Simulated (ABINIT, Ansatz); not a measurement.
# How the form of the self-energy moves the gap of SnO2 (Cassiterite)

How much does the gap of SnO2 (Cassiterite) depend on the approximation to the self-energy?

Calculated with ABINIT 10.8.3; PBE and many-body steps on it, plane waves.

**The experiments to reproduce.**

- Gap 3.6 eV: experimental gap quoted from earlier work; bulk crystal (quoted in “Study on the Photocatalytic Properties of Flower-Shaped SnO2”, 2022, pmc:9565917).

## (1) Starting point

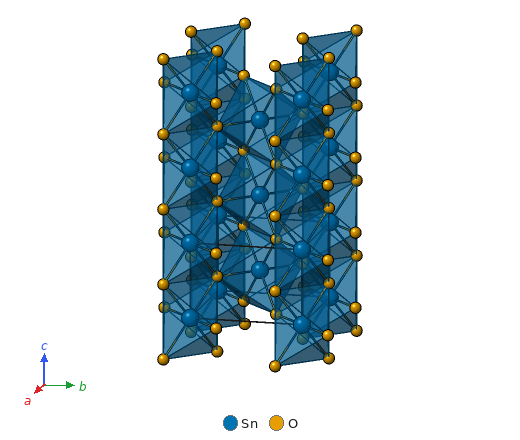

Start, viewed slightly off an axis; tin blue, oxygen orange. 1×1×3 cells are drawn. Some periodic images of atoms are drawn too.

The cell and positions come from the Crystallography Open Database and are kept as given unless a step says otherwise.

## (2) Empty states on the mesh, 4×4×4 mesh, 271 bands

This step: ABINIT 10.8.3; DFT, PBE, plane waves, norm-conserving pseudopotentials.

The sums over transitions need many empty states on a uniform mesh; this step solves for them.

Contents of run.abi:

```
acell 3*1.0 Angstrom
rprim 
  4.738000000000 0.000000000000 0.000000000000
  0.000000000000 4.738000000000 0.000000000000
  0.000000000000 0.000000000000 3.186500000000
ntypat 2
znucl 50 8
natom 6
typat 1 1 2 2 2 2
xred 
  0.000000000000 0.000000000000 0.000000000000
  0.500000000000 0.500000000000 0.500000000000
  0.307100000000 0.307100000000 0.000000000000
  0.192900000000 0.807100000000 0.500000000000
  0.692900000000 0.692900000000 0.000000000000
  0.807100000000 0.192900000000 0.500000000000
pp_dirpath "pseudos"
pseudos "Sn.upf, O.upf"
ecut 42
ngkpt 4 4 4
nshiftk 1
shiftk 0 0 0
kptopt 1
chksymbreak 0
iscf -2
irdden 1
istwfk *1
nband 271
nbdbuf 24
tolwfr 1e-09
nstep 60
prtvol 0
indata_prefix "in"
outdata_prefix "out"
tmpdata_prefix "tmp"
```

The run is started by

```console
OMP_NUM_THREADS=1 mpirun -n 8 abinit run.abi > log
```

Numbers of over 12 decimals in the logs are rounded to 6 here.

What it wrote:

```text
.Version 10.8.3 of ABINIT. v10.8.2 released Aug 2026.

 Symmetries : space group P4_2/m n m (#136); Bravais tP (primitive tetrag.)
[... echo of the input left out ...]
== DATASET  1 ==================================================================
-   mpi_nproc: 8, omp_nthreads: 1 (-1 if OMP is not activated)

--- !DatasetInfo
iteration_state: {dtset: 1, }
dimensions: {natom: 6, nkpt: 18, mband: 271, nsppol: 1, nspinor: 1, nspden: 1, mpw: 6312, }
cutoff_energies: {ecut:  42.0, pawecutdg:  -1.0, }
[...]
4.38916    4.39490    4.39490    4.42147    4.44648    4.45333    4.45869    4.47150
   4.47150    4.50645    4.50646    4.51263    4.51266    4.52011    4.52120    4.55848
   4.55886    4.55983    4.56013    4.56075    4.56429    4.56750    4.57868
 prteigrs : prtvol=0 or 1, do not print more k-points.

== END DATASET(S) ==============================================================
================================================================================

 -outvars: echo values of variables after computation  --------
            nband         271
             nkpt          18
          spgroup         136
 [... the other variables as echoed above ...]

 Calculation completed.
```

Run time: 4.5 min. Hardware: 8 MPI ranks of Arm Neoverse V1, shared host; peak memory 1.1 GiB; 36 min of CPU time.

This step gave:

| Quantity | Value |
| --- | --- |
| gap | 1.284 eV |
| k of the valence top | 0, 0, 0 |
| k of the conduction bottom | 0, 0, 0 |
| least direct gap | 1.284 eV |
| k points computed | 18 |
| lowest point of the top converged band, above the valence top | 109.8554 eV |

On this mesh the gap is 1.284 eV.

The density comes from a self-consistent run that is not shown.

## (3) Screening, 4×4×4 mesh, 121 bands, screening to 141.5 eV

The RPA dielectric matrix is built and inverted for each q.

This step: RPA screening on PBE, plane waves, norm-conserving pseudopotentials.

run.abi: that of step 2 with these lines changed.

```diff
@@ -24,10 +24,11 @@
 chksymbreak 0
-iscf -2
-irdden 1
 istwfk *1
-nband 271
-nbdbuf 24
-tolwfr 1e-09
-nstep 60
-prtvol 0
+occopt 1
+irdwfk 1
+optdriver 3
+nband 121
+ecuteps 5.2
+inclvkb 2
+awtr 1
+symchi 1
 indata_prefix "in"
```

What it wrote:

```text
.Version 10.8.3 of ABINIT. v10.8.2 released Aug 2026.

 Symmetries : space group P4_2/m n m (#136); Bravais tP (primitive tetrag.)
[... echo of the input left out ...]
== DATASET  1 ==================================================================
-   mpi_nproc: 8, omp_nthreads: 1 (-1 if OMP is not activated)

--- !DatasetInfo
iteration_state: {dtset: 1, }
dimensions: {natom: 6, nkpt: 18, mband: 121, nsppol: 1, nspinor: 1, nspden: 1, mpw: 6312, }
cutoff_energies: {ecut:  42.0, pawecutdg:  -1.0, }
electrons: {nelect:   6.80000000E+01, charge:   0.00000000E+00, occopt:   1.00000000E+00, tsmear:   1.00000000E-02, }

 SCREENING: Calculation of the susceptibility and dielectric matrices

 Based on a program developped by R.W. Godby, V. Olevano, G. Onida, and L. Reining.
 Incorporated in ABINIT by V. Olevano, G.-M. Rignanese, and M. Torrent.
.Using double precision arithmetic ; gwpc =  8

[... cell and pseudopotentials left out ...]
--------------------------------------------------------------------------------

 ==== K-mesh for the wavefunctions ====
 Number of points in the irreducible wedge :    18
[... list of points left out ...]
 Together with 16 symmetry operations and time-reversal symmetry
 yields    64 points in the full Brillouin Zone.

 ==== Q-mesh for the screening function ====
 Number of points in the irreducible wedge :    18
[... list of points left out ...]
 Together with 16 symmetry operations and time-reversal symmetry
 yields    64 points in the full Brillouin Zone.

 setmesh: FFT mesh size selected  =    36x   36x   24
          total number of points  =        31104

 vcoul_init : cutoff-mode = AUXILIARY_FUNCTION
 q-points for optical limit:   1
     1)      0.000010    0.000020    0.000030

- screening: taking advantage of time-reversal symmetry
- Maximum band index for partially occupied states nbvw = 34
- Remaining bands to be divided among processors   nbcw = 87
- Number of bands treated by each node ~10

 Number of electrons calculated from density =   68.0000; Expected =   68.0000
 average of density, n =  0.140867
 r_s =    1.1923
 omega_plasma =   36.2043 [eV]

 calculating chi0 at frequencies [eV] :
  1    0.000000E+00    0.000000E+00
  2    0.000000E+00    3.620427E+01

--------------------------------------------------------------------------------
  q-point number  1        q = ( 0.000000, 0.000000, 0.000000) [r.l.u.]
--------------------------------------------------------------------------------
[... chi0 elements left out ...]
 For q-point:  0.000010 0.000020 0.000030
  dielectric constant =   4.5916
  dielectric constant without local fields =   4.8090

  Average fulfillment of the sum rule on Im[epsilon] for q-point    1 :     47.02  [%]
[... wings left out ...]
  q-point number  2        q = ( 0.250000, 0.000000, 0.000000) [r.l.u.]
--------------------------------------------------------------------------------
[... chi0 elements left out ...]
  Average fulfillment of the sum rule on Im[epsilon] for q-point    2 :     61.20  [%]

 [... 16 further q-points ...]
```

It took 3.2 min on 8 MPI ranks; peak memory 4.5 GiB.

This step gave:

| Quantity | Value |
| --- | --- |
| ε∞ with local fields, on this mesh, along the program's q direction | 4.592 |
| the same without local fields | 4.809 |
| plasma frequency | 36.20 eV |
| plane waves in the screening matrix | 275 |

Local fields lower ε∞ by 5 %. On a Γ-centred mesh this coarse the value itself is usually too large, while a short band sum pulls it down.

## (4) G0W0, Godby-Needs plasmon pole

The self-energy is evaluated for the states that the input lists, and the levels follow from it, in one-shot runs by the linearised quasiparticle equation.

This step: G0W0 on PBE, plane waves, norm-conserving pseudopotentials.

run.abi: that of step 3 with these lines changed.

```diff
@@ -27,8 +27,15 @@
 irdwfk 1
-optdriver 3
+optdriver 4
 nband 121
+gwcalctyp 0
+ecutsigx 42
+symsigma 1
+nkptgw 1
+kptgw 
+  0.0000000000 0.0000000000 0.0000000000
+bdgw 
+  32 36
 ecuteps 5.2
-inclvkb 2
-awtr 1
-symchi 1
+irdscr 1
+ppmodel 1
 indata_prefix "in"
```

What it wrote:

```text
.Version 10.8.3 of ABINIT. v10.8.2 released Aug 2026.

 Symmetries : space group P4_2/m n m (#136); Bravais tP (primitive tetrag.)
[... echo of the input left out ...]
== DATASET  1 ==================================================================
-   mpi_nproc: 8, omp_nthreads: 1 (-1 if OMP is not activated)

--- !DatasetInfo
iteration_state: {dtset: 1, }
dimensions: {natom: 6, nkpt: 18, mband: 121, nsppol: 1, nspinor: 1, nspden: 1, mpw: 6312, }
cutoff_energies: {ecut:  42.0, pawecutdg:  -1.0, }
electrons: {nelect:   6.80000000E+01, charge:   0.00000000E+00, occopt:   1.00000000E+00, tsmear:   1.00000000E-02, }

 SIGMA: Calculation of the GW corrections

 Based on a program developped by R.W. Godby, V. Olevano, G. Onida, and L. Reining.
 Incorporated in ABINIT by V. Olevano, G.-M. Rignanese, and M. Torrent.
.Using double precision arithmetic ; gwpc =  8

[... cell and pseudopotentials left out ...]
--------------------------------------------------------------------------------

 ==== K-mesh for the wavefunctions ====
 Number of points in the irreducible wedge :    18
[... list of points left out ...]
 Together with 16 symmetry operations and time-reversal symmetry
 yields    64 points in the full Brillouin Zone.

 ==== Q-mesh for screening function ====
 Number of points in the irreducible wedge :    18
[... list of points left out ...]
 Together with 16 symmetry operations and time-reversal symmetry
 yields    64 points in the full Brillouin Zone.

 vcoul_init : cutoff-mode = AUXILIARY_FUNCTION
 q-points for optical limit:   1
     1)      0.000010    0.000020    0.000030
 setmesh: FFT mesh size selected  =    54x   54x   36
          total number of points  =       104976

 Number of electrons calculated from density =   68.0000; Expected =   68.0000
 average of density, n =  0.140867
 r_s =    1.1923
 omega_plasma =   36.2043 [eV]

 === KS Band Gaps ===
  >>>> For spin  1
   Minimum direct gap =   1.2836 [eV], located at k-point      :   0.0000  0.0000  0.0000
   Fundamental gap    =   1.2836 [eV], Top of valence bands at :   0.0000  0.0000  0.0000
                                       Bottom of conduction at :   0.0000  0.0000  0.0000
 SIGMA fundamental parameters:
 PLASMON POLE MODEL  1
 number of plane-waves for SigmaX                 6273
 number of plane-waves for SigmaC and W            275
 number of plane-waves for wavefunctions          6273
 number of bands                                   121
 number of independent spin polarizations            1
 number of spinorial components                      1
 number of k-points in IBZ                          18
 number of q-points in IBZ                          18
 number of symmetry operations                      16
 number of k-points in BZ                           64
 number of q-points in BZ                           64
 number of frequencies for dSigma/dE                 9
 frequency step for dSigma/dE [eV]                0.25
 number of omega for Sigma on real axis              0
 max omega for Sigma on real axis  [eV]           0.00
 zcut for avoiding poles [eV]                     0.10

 EPSILON^-1 parameters (SCR file):
 dimension of the eps^-1 matrix on file            275
 dimension of the eps^-1 matrix used               275
 number of plane-waves for wavefunctions          6273
 number of bands                                   121
 number of q-points in IBZ                          18
 number of frequencies                               2
 number of real frequencies                          1
 number of imag frequencies                          1

 matrix elements of self-energy operator (all in [eV])

 Perturbative Calculation

--- !SelfEnergy_ee
iteration_state: {dtset: 1, }
kpoint     : [   0.000,    0.000,    0.000, ]
spin       : 1
KS_gap     :    1.284
QP_gap     :    2.725
Delta_QP_KS:    1.441
data: !SigmaeeData |
     Band     E0 <VxcDFT>   SigX SigC(E0)      Z dSigC/dE  Sig(E)    E-E0       E
       32   6.013 -20.016 -25.535   5.056   0.793  -0.260 -20.383  -0.367   5.646
       33   6.013 -20.016 -25.535   5.056   0.793  -0.260 -20.383  -0.367   5.646
       34   6.777 -20.351 -26.231   5.394   0.793  -0.262 -20.736  -0.385   6.392
       35   8.061 -16.498 -12.586  -2.662   0.845  -0.183 -15.442   1.056   9.117
       36  12.920 -16.302 -10.641  -3.708   0.840  -0.191 -14.662   1.639  14.559

== END DATASET(S) ==============================================================
================================================================================

 -outvars: echo values of variables after computation  --------
           etotal      0.0000000000E+00
            nband         121
             nkpt          18
          spgroup         136
 [... the other variables as echoed above ...]

 Calculation completed.
```

It took 9.2 s on 8 MPI ranks; peak memory 2.8 GiB.

Numbers from this step:

* G0W0 gap on the points computed: 2.725 eV
* starting gap on the mesh: 1.284 eV
* k of the valence top: 0, 0, 0
* k of the conduction bottom: 0, 0, 0
* Z at the valence top: 0.793
* Z at the conduction bottom: 0.845
* least direct G0W0 gap on the computed points: 2.725 eV

The gap on the mesh goes from 1.28 eV to 2.73 eV, a correction of +1.44 eV.

## (5) G0W0, von der Linden-Horsch plasmon pole

run.abi: that of step 4 with these lines changed.

```diff
@@ -39,3 +39,3 @@
 irdscr 1
-ppmodel 1
+ppmodel 3
 indata_prefix "in"
```

What it wrote:

```text
.Version 10.8.3 of ABINIT. v10.8.2 released Aug 2026.

 Symmetries : space group P4_2/m n m (#136); Bravais tP (primitive tetrag.)
[... echo of the input left out ...]
== DATASET  1 ==================================================================
-   mpi_nproc: 8, omp_nthreads: 1 (-1 if OMP is not activated)

--- !DatasetInfo
iteration_state: {dtset: 1, }
dimensions: {natom: 6, nkpt: 18, mband: 121, nsppol: 1, nspinor: 1, nspden: 1, mpw: 6312, }
cutoff_energies: {ecut:  42.0, pawecutdg:  -1.0, }
electrons: {nelect:   6.80000000E+01, charge:   0.00000000E+00, occopt:   1.00000000E+00, tsmear:   1.00000000E-02, }

 SIGMA: Calculation of the GW corrections

 Based on a program developped by R.W. Godby, V. Olevano, G. Onida, and L. Reining.
 Incorporated in ABINIT by V. Olevano, G.-M. Rignanese, and M. Torrent.
.Using double precision arithmetic ; gwpc =  8

[... cell and pseudopotentials left out ...]
--------------------------------------------------------------------------------

 ==== K-mesh for the wavefunctions ====
 Number of points in the irreducible wedge :    18
[... list of points left out ...]
 Together with 16 symmetry operations and time-reversal symmetry
 yields    64 points in the full Brillouin Zone.

 ==== Q-mesh for screening function ====
 Number of points in the irreducible wedge :    18
[... list of points left out ...]
 Together with 16 symmetry operations and time-reversal symmetry
 yields    64 points in the full Brillouin Zone.

 vcoul_init : cutoff-mode = AUXILIARY_FUNCTION
 q-points for optical limit:   1
     1)      0.000010    0.000020    0.000030
 setmesh: FFT mesh size selected  =    54x   54x   36
          total number of points  =       104976

 Number of electrons calculated from density =   68.0000; Expected =   68.0000
[...]
number of q-points in IBZ                          18
 number of symmetry operations                      16
 number of k-points in BZ                           64
 number of q-points in BZ                           64
 number of frequencies for dSigma/dE                 9
 frequency step for dSigma/dE [eV]                0.25
 number of omega for Sigma on real axis              0
 max omega for Sigma on real axis  [eV]           0.00
 zcut for avoiding poles [eV]                     0.10

 EPSILON^-1 parameters (SCR file):
 dimension of the eps^-1 matrix on file            275
 dimension of the eps^-1 matrix used               275
 number of plane-waves for wavefunctions          6273
 number of bands                                   121
 number of q-points in IBZ                          18
 number of frequencies                               2
 number of real frequencies                          1
 number of imag frequencies                          1

 matrix elements of self-energy operator (all in [eV])

 Perturbative Calculation

--- !SelfEnergy_ee
iteration_state: {dtset: 1, }
kpoint     : [   0.000,    0.000,    0.000, ]
spin       : 1
KS_gap     :    1.284
QP_gap     :    2.715
Delta_QP_KS:    1.431
data: !SigmaeeData |
     Band     E0 <VxcDFT>   SigX SigC(E0)      Z dSigC/dE  Sig(E)    E-E0       E
       32   6.013 -20.016 -25.535   4.867   0.861  -0.162 -20.577  -0.561   5.452
       33   6.013 -20.016 -25.535   4.867   0.861  -0.162 -20.577  -0.561   5.452
       34   6.777 -20.351 -26.231   5.238   0.859  -0.164 -20.902  -0.552   6.225
       35   8.061 -16.498 -12.586  -2.930   0.895  -0.117 -15.619   0.879   8.940
       36  12.920 -16.302 -10.641  -3.895   0.894  -0.118 -14.723   1.579  14.499

== END DATASET(S) ==============================================================
================================================================================

 -outvars: echo values of variables after computation  --------
           etotal      0.0000000000E+00
            nband         121
             nkpt          18
          spgroup         136
 [... the other variables as echoed above ...]

 Calculation completed.
```

Run time: 7.6 s. Hardware: 8 MPI ranks; peak memory 2.3 GiB.

Numbers from this step:

```yaml
g0w0_gap_on_the_points_computed: 2.715 eV
starting_gap_on_the_mesh: 1.284 eV
k_of_the_valence_top: 0, 0, 0
k_of_the_conduction_bottom: 0, 0, 0
z_at_the_valence_top: 0.859
z_at_the_conduction_bottom: 0.895
least_direct_g0w0_gap_on_the_computed_points: 2.715 eV
```

Against G0W0 in ABINIT (4×4×4 mesh, 121 bands, screening to 141.5 eV, Godby-Needs plasmon pole), the gap moves by −0.010 eV.

## (6) G0W0, Hybertsen-Louie plasmon pole

run.abi: that of step 5 with these lines changed.

```diff
@@ -39,3 +39,3 @@
 irdscr 1
-ppmodel 3
+ppmodel 2
 indata_prefix "in"
```

What it wrote:

```text
.Version 10.8.3 of ABINIT. v10.8.2 released Aug 2026.

 Symmetries : space group P4_2/m n m (#136); Bravais tP (primitive tetrag.)
[... echo of the input left out ...]
== DATASET  1 ==================================================================
-   mpi_nproc: 8, omp_nthreads: 1 (-1 if OMP is not activated)

--- !DatasetInfo
iteration_state: {dtset: 1, }
dimensions: {natom: 6, nkpt: 18, mband: 121, nsppol: 1, nspinor: 1, nspden: 1, mpw: 6312, }
cutoff_energies: {ecut:  42.0, pawecutdg:  -1.0, }
[...]
34   6.777 -20.351 -26.231   4.842   0.868  -0.152 -21.252  -0.901   5.876
       35   8.061 -16.498 -12.586  -3.048   0.892  -0.121 -15.727   0.771   8.832
       36  12.920 -16.302 -10.641  -3.839   0.892  -0.121 -14.676   1.626  14.545

== END DATASET(S) ==============================================================
================================================================================

 -outvars: echo values of variables after computation  --------
           etotal      0.0000000000E+00
            nband         121
             nkpt          18
          spgroup         136
 [... the other variables as echoed above ...]

 Calculation completed.
```

Run time: 9 s. Hardware: 8 MPI ranks; peak memory 2.7 GiB; 71 s of CPU time.

Numbers from this step:

| Quantity | Value |
| --- | --- |
| G0W0 gap on the points computed | 2.956 eV |
| starting gap on the mesh | 1.284 eV |
| k of the valence top | 0, 0, 0 |
| k of the conduction bottom | 0, 0, 0 |
| least direct G0W0 gap on the computed points | 2.956 eV |

Against G0W0 in ABINIT (4×4×4 mesh, 121 bands, screening to 141.5 eV, Godby-Needs plasmon pole), the gap moves by +0.231 eV.

(Continued in part 2 of 2.)

[Paths, hosts, dates, memory and timing lines, banners, echoed tables and standing remarks are left out of the program output.]

[Logs are printed without paths, hosts, clocks, repeated set-up lines and the standing remarks that a program may print on its own settings, such as how far it seeks lower states.]

[Runs of the session that timed out or met a known fault of the program may be left out.]

[Hosts, paths, dates, database ids (printed as entryN), source tags and the programs' standing remarks are cut or masked in the printed files.]

[G0W0 gaps are taken among the corrected bands and points alone; a level outside them can change the order at an edge.]

[Where Ansatz stands beside ABINIT at settings called matched, ABINIT's density can come from a denser mesh and the files from another edition; pairs whose starting gaps differed by over 0.03 eV were left out, so agreement reads better than it is.]
